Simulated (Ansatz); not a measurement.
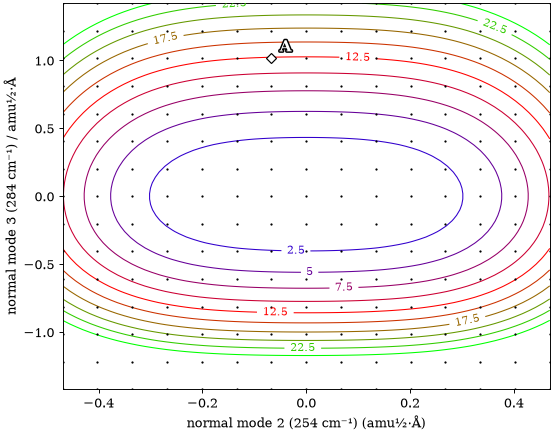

BrGaHS, SMILES [SH][Ga][Br], spin multiplicity 2. First axis: normal mode 2 (254 cm⁻¹). Second axis: normal mode 3 (284 cm⁻¹). Nothing is relaxed (straight displacements along the two mass-weighted modes). The scan uses a 15 × 15 grid; 120 points were computed and 105 follow by symmetry. Points are written as (first, second). All energies are given in kJ/mol relative to the lowest grid point. The calculation used Ansatz 0.2.0, UHF/def2-SVP.

The picture shows contour lines labelled in kJ/mol (none above 25), dots at the grid points, the point A. Between grid points the surface is interpolated.

Is A at rest? If not, where is it pushed?

Answer. A, at (−0.067 amu½·Å, 1.015 amu½·Å), is not a stationary point. The computed force is 2 kJ/mol for each amu½·Å towards larger values of normal mode 2 (254 cm⁻¹) and 22 kJ/mol for each amu½·Å towards smaller values of normal mode 3 (284 cm⁻¹).
